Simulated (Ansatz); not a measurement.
**CH$_{6}$ClOSi (charge −1): geometry relaxation**

CH$_{6}$ClOSi, charge −1, computed with RHF/def2-SVPD (Ansatz 0.2.0).

Figures and captions count atoms from 1; the log counts them from 0 in places.

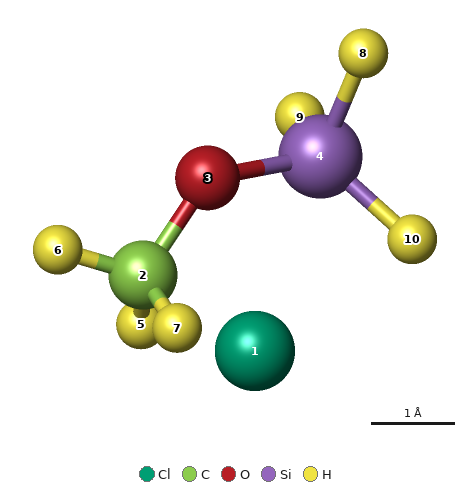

*The structure as given in the input (ball-and-stick view, seen at a tilt; atoms are numbered from 1 in the order of the input).*

Bond lengths as drawn: C–H 1.11 Å, C–O 1.42 Å, H–Si 1.50 to 1.53 Å and O–Si 1.70 Å.

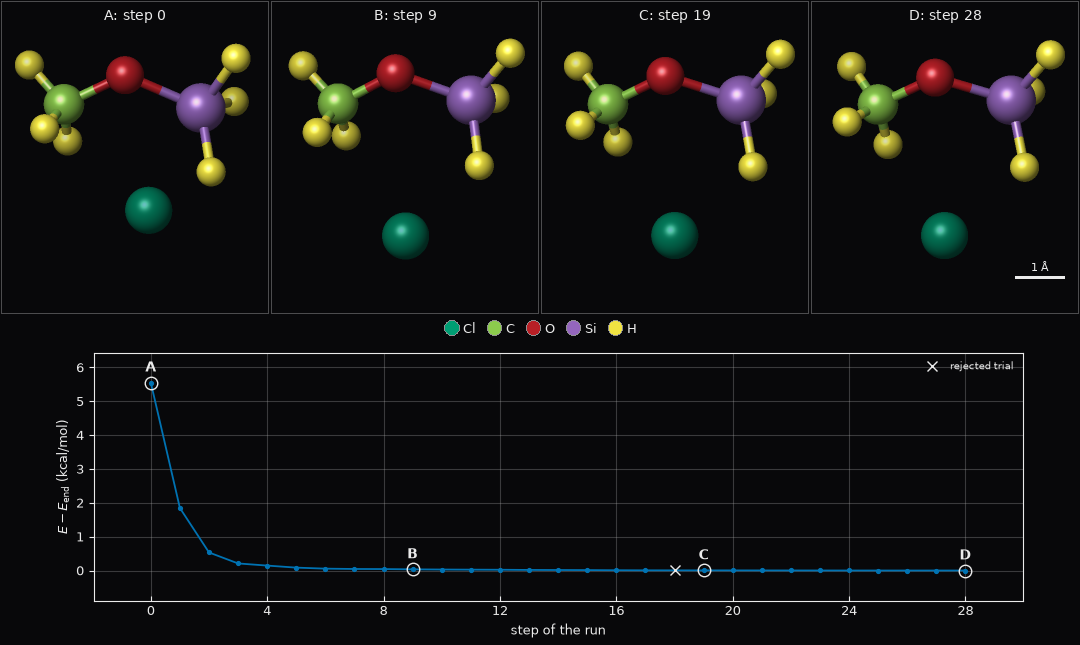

*Frames of the relaxation (ball-and-stick view, seen at a tilt) above the curves, on which the letters mark them (the first geometry is step 0 here and step 1 in the log).*

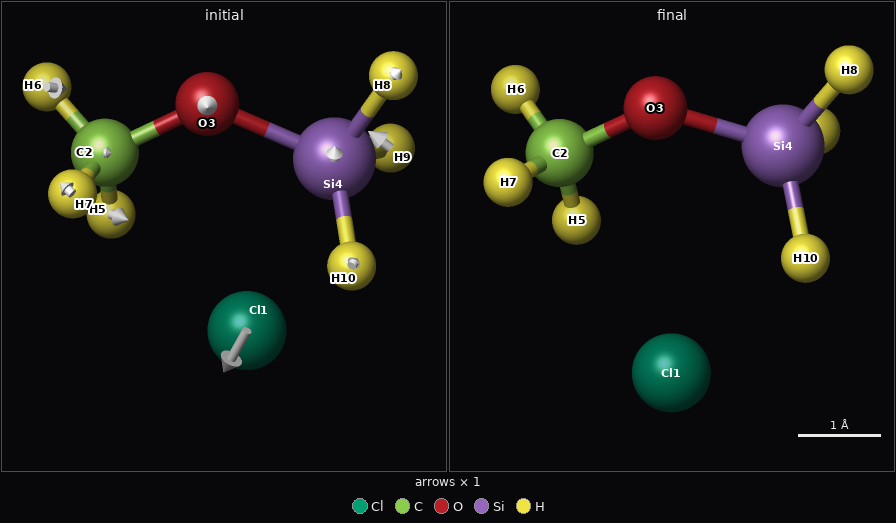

*Before (left) and after (right) the relaxation, at one scale (ball-and-stick view, seen at a tilt). The white arrows give the displacements, at true length.*

After 28 geometry steps the energy has fallen by 5.55 kcal/mol. The largest force component goes from 0.76 to 0.0024 eV/Å. The line search rejected the trial step at point 18 (counted from 0) and went back. The largest move after the best rigid fit is that of Cl1, 0.72 Å. By element the largest moves are Cl 0.72 Å, H 0.36 Å, O 0.30 Å, Si 0.22 Å, C 0.09 Å. Among the contacts that change: O3–Si4 1.704 → 1.655 Å, Si4–H8 1.532 → 1.492 Å, Si4–H10 1.502 → 1.477 Å, C2–H5 1.111 → 1.089 Å. Among the angles that change: O3–Si4–H8 97.0° → 104.0°, O3–Si4–H9 117.2° → 112.6°, H8–Si4–H9 103.7° → 108.0°. (Atoms are counted from 1 in the order of the input.)

The input that produced these results follows, with the program's output.

Input
```yaml
crystal:
  periodic: [false, false, false]
  atoms:
    - { symbol: Cl, position_ang: [1.43677, -1.047482, -1.835304] }
    - { symbol: C, position_ang: [-1.37303, -0.59419, -0.187327] }
    - { symbol: O, position_ang: [-0.693221, 0.486385, 0.428956] }
    - { symbol: Si, position_ang: [0.981384, 0.787185, 0.514903] }
    - { symbol: H, position_ang: [-0.817157, -0.976243, -1.070525] }
    - { symbol: H, position_ang: [-2.382786, -0.23931, -0.488974] }
    - { symbol: H, position_ang: [-1.502524, -1.432487, 0.535951] }
    - { symbol: H, position_ang: [0.931349, 1.78702, 1.674124] }
    - { symbol: H, position_ang: [1.595558, 1.571929, -0.605918] }
    - { symbol: H, position_ang: [1.823655, -0.342807, 1.034116] }
total_charge: -1
basis:
  gaussian: { orbitals: def2-SVPD }
hamiltonian:
  xc: hf
output:
  forces: true
relax:
  f_tol: 0.003
  max_steps: 120
```

Command:
```bash
ansatz run input.yaml --threads 1 --pin off --max-ram 2560MiB --backend cpu --events-out ev --progress --plain --runs-dir out
```

Log
```
The last accepted step is kept in [file] (removed where the run ends without a failure and the disk answers)
Engine: ansatz 0.2.0, x86_64-unknown-linux-gnu
Functional definition: HF
  exchange = exact_x
  correlation = 0
1452 factors; integrals over basis functions are off by at most 3.4e-4 eV
mean field evaluation 1: about -23520.2119 eV, gradient 2.4e1 eV
mean field evaluation 2: about -23520.2433 eV, gradient 2.4e1 eV
mean field evaluation 4: about -23522.2185 eV, gradient 2.4e0 eV
mean field evaluation 8: about -23522.2401 eV, gradient 1.6e-4 eV
mean field -23522.24007049 eV, -864.4263786435 hartree, gradient 1.5e-5 eV, S^2 0.000000; 0 other end points of the search recorded, 0 dependent functions left out
the calculation of the forces begins
reference -23522.24007049 eV, -864.4263786435 hartree; 26, 26 occupied and 116, 116 virtual orbitals, 1452 factors
relax step   1: F+E_penalty+E_count = -23522.24007049 eV  Δ(F+E_penalty+E_count) = +0.000e0 eV  max|allowed force component| = 7.565e-1 eV/Å  Δτ_max = 0.0000 Å  (33 SCF iters, accepted)
these checks for a lower state are left out or cut short: starts, cluster_reference, orbital_swaps, neighbouring_geometries, increment
1452 factors; integrals over basis functions are off by at most 3.2e-4 eV
mean field evaluation 16: about -23522.4008 eV, gradient 4.1e-3 eV
mean field -23522.40081950 eV, -864.4322860607 hartree, gradient 5.5e-5 eV, S^2 0.000000; 0 other end points of the search recorded, 0 dependent functions left out
[... from here on the field's lines of each further geometry are left out, up to the last ...]
relax step   2: F+E_penalty+E_count = -23522.40081950 eV  Δ(F+E_penalty+E_count) = -1.607e-1 eV  max|allowed force component| = 7.170e-1 eV/Å  Δτ_max = 0.1949 Å  (32 SCF iters, accepted)
relax step   3: F+E_penalty+E_count = -23522.45775552 eV  Δ(F+E_penalty+E_count) = -5.694e-2 eV  max|allowed force component| = 1.475e-1 eV/Å  Δτ_max = 0.1948 Å  (32 SCF iters, accepted)
relax step   4: F+E_penalty+E_count = -23522.47181963 eV  Δ(F+E_penalty+E_count) = -1.406e-2 eV  max|allowed force component| = 8.881e-2 eV/Å  Δτ_max = 0.1696 Å  (32 SCF iters, accepted)
relax step   5: F+E_penalty+E_count = -23522.47456192 eV  Δ(F+E_penalty+E_count) = -2.742e-3 eV  max|allowed force component| = 9.816e-2 eV/Å  Δτ_max = 0.0590 Å  (33 SCF iters, accepted)
relax step   6: F+E_penalty+E_count = -23522.47718141 eV  Δ(F+E_penalty+E_count) = -2.619e-3 eV  max|allowed force component| = 4.160e-2 eV/Å  Δτ_max = 0.0873 Å  (33 SCF iters, accepted)
relax step   7: F+E_penalty+E_count = -23522.47848509 eV  Δ(F+E_penalty+E_count) = -1.304e-3 eV  max|allowed force component| = 4.059e-2 eV/Å  Δτ_max = 0.0402 Å  (32 SCF iters, accepted)
relax step   8: F+E_penalty+E_count = -23522.47892201 eV  Δ(F+E_penalty+E_count) = -4.369e-4 eV  max|allowed force component| = 3.377e-2 eV/Å  Δτ_max = 0.0190 Å  (34 SCF iters, accepted)
relax step   9: F+E_penalty+E_count = -23522.47902420 eV  Δ(F+E_penalty+E_count) = -1.022e-4 eV  max|allowed force component| = 3.588e-2 eV/Å  Δτ_max = 0.0135 Å  (34 SCF iters, accepted)
relax step  10: F+E_penalty+E_count = -23522.47937032 eV  Δ(F+E_penalty+E_count) = -3.461e-4 eV  max|allowed force component| = 2.942e-2 eV/Å  Δτ_max = 0.0258 Å  (33 SCF iters, accepted)
relax step  11: F+E_penalty+E_count = -23522.47961746 eV  Δ(F+E_penalty+E_count) = -2.471e-4 eV  max|allowed force component| = 2.881e-2 eV/Å  Δτ_max = 0.0248 Å  (34 SCF iters, accepted)
relax step  12: F+E_penalty+E_count = -23522.47977419 eV  Δ(F+E_penalty+E_count) = -1.567e-4 eV  max|allowed force component| = 4.416e-2 eV/Å  Δτ_max = 0.0328 Å  (34 SCF iters, accepted)
relax step  13: F+E_penalty+E_count = -23522.47990003 eV  Δ(F+E_penalty+E_count) = -1.258e-4 eV  max|allowed force component| = 4.010e-2 eV/Å  Δτ_max = 0.0105 Å  (34 SCF iters, accepted)
relax step  14: F+E_penalty+E_count = -23522.48013869 eV  Δ(F+E_penalty+E_count) = -2.387e-4 eV  max|allowed force component| = 3.478e-2 eV/Å  Δτ_max = 0.0331 Å  (34 SCF iters, accepted)
relax step  15: F+E_penalty+E_count = -23522.48023239 eV  Δ(F+E_penalty+E_count) = -9.369e-5 eV  max|allowed force component| = 5.801e-2 eV/Å  Δτ_max = 0.0415 Å  (33 SCF iters, accepted)
relax step  16: F+E_penalty+E_count = -23522.48032846 eV  Δ(F+E_penalty+E_count) = -9.607e-5 eV  max|allowed force component| = 4.743e-2 eV/Å  Δτ_max = 0.0089 Å  (33 SCF iters, accepted)
relax step  17: F+E_penalty+E_count = -23522.48052888 eV  Δ(F+E_penalty+E_count) = -2.004e-4 eV  max|allowed force component| = 1.360e-2 eV/Å  Δτ_max = 0.0145 Å  (34 SCF iters, accepted)
relax step  18: F+E_penalty+E_count = -23522.48063288 eV  Δ(F+E_penalty+E_count) = -1.040e-4 eV  max|allowed force component| = 1.163e-2 eV/Å  Δτ_max = 0.0273 Å  (34 SCF iters, accepted)
relax step  19: F+E_penalty+E_count = -23522.48052451 eV  Δ(F+E_penalty+E_count) = +1.084e-4 eV  max|allowed force component| = 6.225e-2 eV/Å  Δτ_max = 0.0540 Å  (33 SCF iters, rejected (line search))
relax step  20: F+E_penalty+E_count = -23522.48070498 eV  Δ(F+E_penalty+E_count) = -7.211e-5 eV  max|allowed force component| = 1.532e-2 eV/Å  Δτ_max = 0.0230 Å  (34 SCF iters, accepted)
relax step  21: F+E_penalty+E_count = -23522.48072792 eV  Δ(F+E_penalty+E_count) = -2.294e-5 eV  max|allowed force component| = 3.439e-2 eV/Å  Δτ_max = 0.0312 Å  (34 SCF iters, accepted)
relax step  22: F+E_penalty+E_count = -23522.48076868 eV  Δ(F+E_penalty+E_count) = -4.076e-5 eV  max|allowed force component| = 1.595e-2 eV/Å  Δτ_max = 0.0036 Å  (34 SCF iters, accepted)
relax step  23: F+E_penalty+E_count = -23522.48079657 eV  Δ(F+E_penalty+E_count) = -2.789e-5 eV  max|allowed force component| = 7.802e-3 eV/Å  Δτ_max = 0.0077 Å  (34 SCF iters, accepted)
relax step  24: F+E_penalty+E_count = -23522.48083603 eV  Δ(F+E_penalty+E_count) = -3.946e-5 eV  max|allowed force component| = 5.331e-3 eV/Å  Δτ_max = 0.0166 Å  (34 SCF iters, accepted)
relax step  25: F+E_penalty+E_count = -23522.48085537 eV  Δ(F+E_penalty+E_count) = -1.934e-5 eV  max|allowed force component| = 1.348e-2 eV/Å  Δτ_max = 0.0319 Å  (34 SCF iters, accepted)
relax step  26: F+E_penalty+E_count = -23522.48086788 eV  Δ(F+E_penalty+E_count) = -1.251e-5 eV  max|allowed force component| = 3.681e-3 eV/Å  Δτ_max = 0.0024 Å  (24 SCF iters, accepted)
relax step  27: F+E_penalty+E_count = -23522.48087035 eV  Δ(F+E_penalty+E_count) = -2.470e-6 eV  max|allowed force component| = 4.282e-3 eV/Å  Δτ_max = 0.0047 Å  (34 SCF iters, accepted)
relax step  28: F+E_penalty+E_count = -23522.48087163 eV  Δ(F+E_penalty+E_count) = -1.282e-6 eV  max|allowed force component| = 3.996e-3 eV/Å  Δτ_max = 0.0049 Å  (34 SCF iters, accepted)
the calculation of the forces begins
reference -23522.48087213 eV, -864.4352279408 hartree; 26, 26 occupied and 116, 116 virtual orbitals, 1452 factors
relax step  29: F+E_penalty+E_count = -23522.48087213 eV  Δ(F+E_penalty+E_count) = -4.997e-7 eV  max|allowed force component| = 2.416e-3 eV/Å  Δτ_max = 0.0046 Å  (34 SCF iters, accepted)
1452 factors; integrals over basis functions are off by at most 2.9e-4 eV
mean field -23522.48087213 eV, -864.4352279408 hartree, gradient 6.8e-5 eV, S^2 0.000000; 1 other end points of the search recorded, 0 dependent functions left out
the calculation of the forces begins
reference -23522.48087213 eV, -864.4352279408 hartree; 26, 26 occupied and 116, 116 virtual orbitals, 1452 factors
Total energy: -23522.48087213 eV, -864.4352279408 hartree
Atom 0 at     1.535601    -1.521739    -2.359969 Å, force    -0.000164     0.000153     0.000244 eV/Å
Atom 1 at    -1.301686    -0.566257    -0.148225 Å, force    -0.000455    -0.000114     0.000049 eV/Å
Atom 2 at    -0.693132     0.373491     0.702401 Å, force     0.002416    -0.000167    -0.000968 eV/Å
Atom 3 at     0.879413     0.889405     0.686849 Å, force    -0.001706     0.000724     0.001431 eV/Å
Atom 4 at    -0.607303    -0.967255    -0.884628 Å, force    -0.000159     0.000222     0.000092 eV/Å
Atom 5 at    -2.135216    -0.088893    -0.667607 Å, force    -0.000046    -0.000164    -0.000168 eV/Å
Atom 6 at    -1.696377    -1.387772     0.453217 Å, force    -0.000178    -0.000083     0.000154 eV/Å
Atom 7 at     0.946428     1.876923     1.803311 Å, force    -0.000080     0.000046     0.000437 eV/Å
Atom 8 at     1.235573     1.588850    -0.564264 Å, force     0.000384    -0.000595    -0.000553 eV/Å
Atom 9 at     1.836697    -0.196754     0.978916 Å, force    -0.000011    -0.000022    -0.000717 eV/Å
Dipole moment:    -0.864776     0.875378     1.350339 e Å
```

Trajectory as extended XYZ (Å, eV, eV/Å), 10 of the 29 frames kept, from step=1 to step=29
```
10
Properties=species:S:1:pos:R:3:forces:R:3 step=1 energy=-23522.24007
Cl    1.4368   -1.0475   -1.8353    0.2514  -0.2217  -0.3270
C    -1.3730   -0.5942   -0.1873    0.0304  -0.0073  -0.0925
O    -0.6932    0.4864    0.4290    0.7263  -0.6679  -0.4974
Si    0.9814    0.7872    0.5149   -0.5529   0.3539   0.4456
H    -0.8172   -0.9762   -1.0705   -0.6073   0.3519   0.7565
H    -2.3828   -0.2393   -0.4890    0.5974  -0.1967   0.1886
H    -1.5025   -1.4325    0.5360    0.0841   0.5482  -0.3922
H     0.9313    1.7870    1.6741    0.1226  -0.2400  -0.2839
H     1.5956    1.5719   -0.6059   -0.2932  -0.2903   0.4001
H     1.8237   -0.3428    1.0341   -0.3587   0.3698  -0.1977
10
Properties=species:S:1:pos:R:3:forces:R:3 step=4 energy=-23522.47182
Cl    1.5941   -1.3804   -2.2499   -0.0118  -0.0092  -0.0015
C    -1.3396   -0.5596   -0.1640    0.0138  -0.0888  -0.0751
O    -0.7008    0.5086    0.4740   -0.0833   0.0803   0.0800
Si    0.9048    0.8674    0.6354    0.0789   0.0067   0.0338
H    -0.7860   -0.9016   -1.0364   -0.0009   0.0079   0.0094
H    -2.3370   -0.2327   -0.4655    0.0144   0.0037  -0.0010
H    -1.4511   -1.3994    0.5281    0.0101   0.0113  -0.0078
H     0.9333    1.8474    1.7628   -0.0132   0.0257   0.0123
H     1.4738    1.5496   -0.5419   -0.0020  -0.0416  -0.0048
H     1.7085   -0.2994    1.0574   -0.0060   0.0039  -0.0453
10
Properties=species:S:1:pos:R:3:forces:R:3 step=7 energy=-23522.47848
Cl    1.5469   -1.5338   -2.3269   -0.0048   0.0041   0.0035
C    -1.3115   -0.5424   -0.1733    0.0406   0.0137   0.0179
O    -0.7263    0.5125    0.5492   -0.0191  -0.0339  -0.0005
Si    0.8802    0.8898    0.6816    0.0003  -0.0058  -0.0302
H    -0.7364   -0.7978   -1.0619   -0.0095   0.0017   0.0199
H    -2.3202   -0.2398   -0.4583   -0.0021  -0.0034  -0.0060
H    -1.3824   -1.4329    0.4575    0.0012   0.0274  -0.0224
H     0.9266    1.8930    1.7858    0.0042  -0.0054  -0.0048
H     1.4245    1.5260   -0.5339   -0.0109   0.0035   0.0022
H     1.6985   -0.2745    1.0802    0.0002  -0.0018   0.0203
10
Properties=species:S:1:pos:R:3:forces:R:3 step=10 energy=-23522.47937
Cl    1.5458   -1.5259   -2.3137    0.0009  -0.0002  -0.0019
C    -1.3102   -0.5416   -0.1724   -0.0009  -0.0086   0.0028
O    -0.7228    0.4844    0.5870   -0.0078   0.0093  -0.0124
Si    0.8810    0.8846    0.6815    0.0005  -0.0222   0.0294
H    -0.7229   -0.7874   -1.0549    0.0026   0.0057   0.0005
H    -2.3087   -0.2177   -0.4711    0.0023  -0.0005   0.0003
H    -1.4067   -1.4449    0.4347   -0.0066   0.0054   0.0001
H     0.9345    1.9030    1.7716    0.0005  -0.0036  -0.0070
H     1.3936    1.5103   -0.5519   -0.0032   0.0010  -0.0076
H     1.7165   -0.2649    1.0893    0.0118   0.0138  -0.0042
10
Properties=species:S:1:pos:R:3:forces:R:3 step=13 energy=-23522.47990
Cl    1.5488   -1.5340   -2.3233   -0.0021   0.0011   0.0005
C    -1.3109   -0.5456   -0.1684   -0.0241  -0.0122   0.0019
O    -0.7152    0.4521    0.6224    0.0049  -0.0031  -0.0008
Si    0.8821    0.8843    0.6859   -0.0056  -0.0176   0.0000
H    -0.6949   -0.8131   -1.0253   -0.0081  -0.0018   0.0118
H    -2.2814   -0.1798   -0.5125    0.0401  -0.0133   0.0120
H    -1.4745   -1.4444    0.4326    0.0071   0.0359  -0.0219
H     0.9360    1.9012    1.7767   -0.0005   0.0025  -0.0027
H     1.3515    1.5217   -0.5597   -0.0028   0.0018   0.0043
H     1.7584   -0.2424    1.0716   -0.0090   0.0066  -0.0051
10
Properties=species:S:1:pos:R:3:forces:R:3 step=17 energy=-23522.48053
Cl    1.5429   -1.5207   -2.3415   -0.0004  -0.0004  -0.0010
C    -1.3075   -0.5541   -0.1593    0.0136  -0.0083  -0.0030
O    -0.7098    0.4292    0.6479   -0.0036   0.0046   0.0014
Si    0.8807    0.8862    0.6850   -0.0003  -0.0025   0.0012
H    -0.6537   -0.8763   -0.9679   -0.0033  -0.0005   0.0018
H    -2.2303   -0.1487   -0.5780   -0.0044   0.0044  -0.0017
H    -1.5595   -1.4231    0.4526   -0.0030   0.0000   0.0008
H     0.9410    1.8910    1.7863    0.0004   0.0017   0.0025
H     1.3144    1.5473   -0.5613   -0.0011   0.0020  -0.0029
H     1.7818   -0.2308    1.0363    0.0021  -0.0009   0.0009
10
Properties=species:S:1:pos:R:3:forces:R:3 step=20 energy=-23522.48071
Cl    1.5361   -1.5201   -2.3547    0.0003   0.0001  -0.0002
C    -1.3047   -0.5593   -0.1554   -0.0110  -0.0058  -0.0051
O    -0.7052    0.4153    0.6615   -0.0034  -0.0004   0.0024
Si    0.8804    0.8888    0.6861    0.0029  -0.0036   0.0020
H    -0.6343   -0.9107   -0.9382   -0.0077   0.0017   0.0092
H    -2.2000   -0.1318   -0.6121    0.0153  -0.0077   0.0061
H    -1.6055   -1.4111    0.4595    0.0056   0.0134  -0.0111
H     0.9416    1.8864    1.7941    0.0002   0.0000  -0.0018
H     1.2939    1.5634   -0.5604   -0.0008  -0.0007   0.0007
H     1.7976   -0.2208    1.0197   -0.0015   0.0030  -0.0022
10
Properties=species:S:1:pos:R:3:forces:R:3 step=23 energy=-23522.48080
Cl    1.5358   -1.5179   -2.3562    0.0004  -0.0001  -0.0004
C    -1.3041   -0.5624   -0.1526    0.0018  -0.0010  -0.0004
O    -0.7007    0.4008    0.6750   -0.0073   0.0003   0.0016
Si    0.8803    0.8893    0.6854    0.0064  -0.0078   0.0078
H    -0.6240   -0.9335   -0.9174    0.0000  -0.0002   0.0007
H    -2.1768   -0.1168   -0.6339   -0.0010   0.0005  -0.0013
H    -1.6402   -1.4023    0.4594    0.0011   0.0020  -0.0007
H     0.9437    1.8815    1.7979   -0.0011   0.0051  -0.0037
H     1.2744    1.5733   -0.5624   -0.0011   0.0017   0.0004
H     1.8117   -0.2121    1.0048    0.0007  -0.0005  -0.0041
10
Properties=species:S:1:pos:R:3:forces:R:3 step=26 energy=-23522.48087
Cl    1.5367   -1.5201   -2.3576   -0.0001  -0.0001  -0.0001
C    -1.3025   -0.5652   -0.1491   -0.0027  -0.0006   0.0011
O    -0.6951    0.3797    0.6965    0.0029  -0.0009  -0.0017
Si    0.8797    0.8890    0.6864   -0.0037   0.0007  -0.0012
H    -0.6111   -0.9590   -0.8921   -0.0006  -0.0003   0.0003
H    -2.1455   -0.0951   -0.6600    0.0032  -0.0010   0.0022
H    -1.6838   -1.3915    0.4547    0.0016   0.0035  -0.0022
H     0.9463    1.8779    1.8017    0.0002  -0.0006   0.0003
H     1.2441    1.5851   -0.5642   -0.0004  -0.0008   0.0009
H     1.8312   -0.2009    0.9838   -0.0004   0.0002   0.0004
10
Properties=species:S:1:pos:R:3:forces:R:3 step=29 energy=-23522.48087
Cl    1.5356   -1.5217   -2.3600   -0.0002   0.0002   0.0002
C    -1.3017   -0.5663   -0.1482   -0.0005  -0.0001   0.0000
O    -0.6931    0.3735    0.7024    0.0024  -0.0002  -0.0010
Si    0.8794    0.8894    0.6868   -0.0017   0.0007   0.0014
H    -0.6073   -0.9673   -0.8846   -0.0002   0.0002   0.0001
H    -2.1352   -0.0889   -0.6676    0.0000  -0.0002  -0.0002
H    -1.6964   -1.3878    0.4532   -0.0002  -0.0001   0.0002
H     0.9464    1.8769    1.8033   -0.0001   0.0000   0.0004
H     1.2356    1.5889   -0.5643    0.0004  -0.0006  -0.0006
H     1.8367   -0.1968    0.9789    0.0000   0.0000  -0.0007
```

Summary

```json
{"quantity": "outcome", "value": "converged"}
{"quantity": "total energy", "value": "−23522.4809 eV"}
{"quantity": "mean-field energy", "value": "−23522.4809 eV"}
{"quantity": "largest force (length of the vector) at the end", "value": "0.003 eV/Å"}
{"quantity": "hardware", "value": "1 thread of Intel Xeon @ 2.70GHz, 189 GiB of memory available, shared host"}
{"quantity": "wall time", "value": "4.1 min"}
{"quantity": "peak memory", "value": "0.34 GiB"}
```
